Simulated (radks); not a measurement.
**Run report: Zn, atomic calculation**

- system: the neutral zinc atom in the configuration [Ar] 3d10 4s2. It sits in a hard spherical wall of radius 3 bohr.
- method: scalar-relativistic Kohn-Sham, LDA (Slater exchange, Perdew-Wang correlation), spin-polarised, spherical densities, point nucleus (the in-house radial solver radks)

### Input file
```
Z 30
configuration [Ar] 3d10 4s2 4p0 5s0 4d0
relativity scalar-relativistic
functional lda,pw
spin polarised
nucleus point
wall 3 bohr
c 137.035999084
```

Energies in input and log are in hartree, lengths in bohr.

Hardware: 1 CPU thread, shared host.

### Log
```
1s      1   1.0000        -348.93431663
2s      1   1.0000         -42.05500938
2p      1   3.0000         -36.44114894
3s      1   1.0000          -4.32124998
3p      1   3.0000          -2.65845093
3d      1   5.0000           0.00810633
4s      1   1.0000           0.37002382
4p      1   0.0000           0.79750542
5s      1   0.0000           3.04495515
4d      1   0.0000           1.60545039
1s      2   1.0000        -348.93431663
2s      2   1.0000         -42.05500938
2p      2   3.0000         -36.44114894
3s      2   1.0000          -4.32124998
3p      2   3.0000          -2.65845093
3d      2   5.0000           0.00810633
4s      2   1.0000           0.37002382
4p      2   0.0000           0.79750542
5s      2   0.0000           3.04495515
4d      2   0.0000           1.60545039
Etot -1792.3372977554393
Ekin 1824.9143031951348
Encl -4338.3620478287685
Eh 790.4040616540151
Exc -69.29361477582066
err 2.349731531752949e-09
it 14
```

### Slater integrals of the outer shells (hartree)

```csv
integral,value
"F0(4s,4s)",0.5176
"F0(4s,3d)",0.6170
"G2(4s,3d)",0.0962
"F0(4s,3p)",0.6347
"G1(4s,3p)",0.0536
"F0(4s,3s)",0.6381
"G0(4s,3s)",0.0385
"F0(4s,4p)",0.5090
```

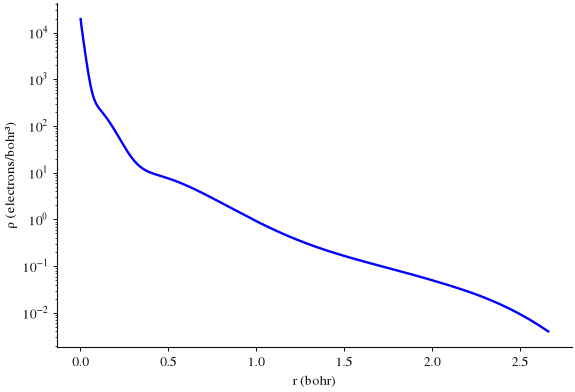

**Figure 1.** The electron density ρ(r) on a logarithmic scale. The density falls from 19000 electrons/bohr³ at the inner end (r = 0.0017 bohr). The steps in the slope mark the shells; the radial density has its minima at 0.075 and 0.36 bohr. The wall forces the density to zero at its radius.

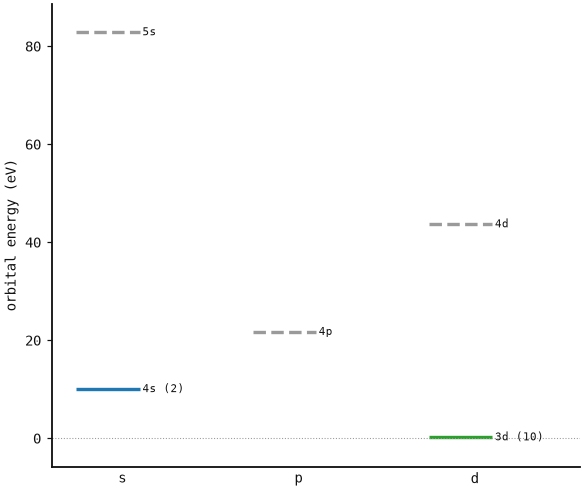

**Figure 2.** The outer levels are drawn by angular momentum (occupations in brackets, empty levels dashed). The highest occupied level is 4s at 10.1 eV. From the top down the occupied levels run 4s (10.1 eV), 3d (0.221 eV). The wall pushes the highest level above zero, where only the wall holds the electron in.

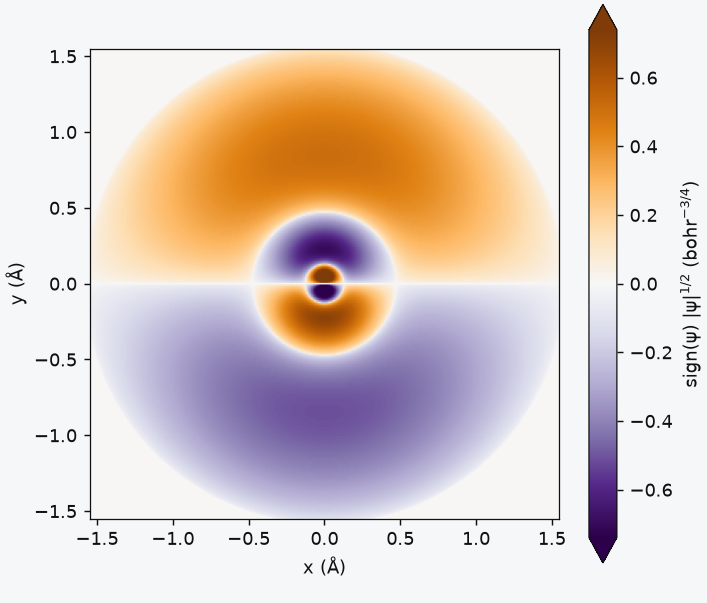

**Figure 3.** The 4p(y) orbital. The radial function comes from the spherical calculation and is multiplied by a real spherical harmonic; the overall sign is chosen so that the largest lobe of P(r) is positive; at the scalar-relativistic level it is the large component. In the xy plane through the nucleus, the colour gives the signed square root of ψ. (1 bohr = 0.529 Å.) It has the nodal plane xz and 2 radial nodes, at r = 0.243 and 0.897 bohr. The outermost maximum of P² lies at 1.87 bohr, ⟨r⟩ = 1.79 bohr, 90 % of the charge lies within 2.40 bohr, and the eigenvalue is 21.7 eV (the orbital is empty).

### Results in brief

- outcome: converged
- total energy: −1792.3373 hartree
- kinetic energy: 1824.9143 hartree
- electron–nucleus energy: −4338.3620 hartree
- Hartree energy: 790.404062 hartree
- exchange–correlation energy: −69.293615 hartree
- radius at density 0.001 e/bohr³: 2.82 bohr
- pressure on the wall: 413 GPa
- SCF iterations: 14
